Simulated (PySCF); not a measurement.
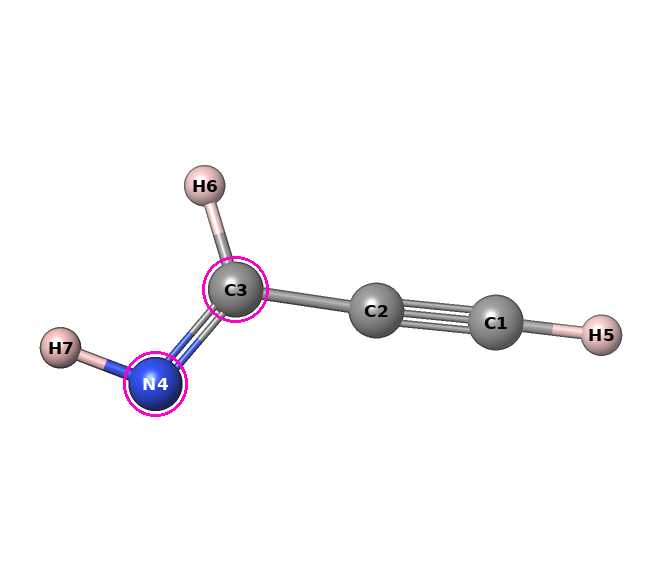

Depth is shown by fading: the farther an atom, the more it takes the colour of the background. Circles mark the stereogenic atoms. The geometry was computed by an optimisation with PBE0-D3(BJ)/def2-SVP. No frequency run is at hand to confirm it as a minimum.

Assign CIP descriptors.

C3=N4: E.

Write the isomeric SMILES.

[H]/N=C/C#C
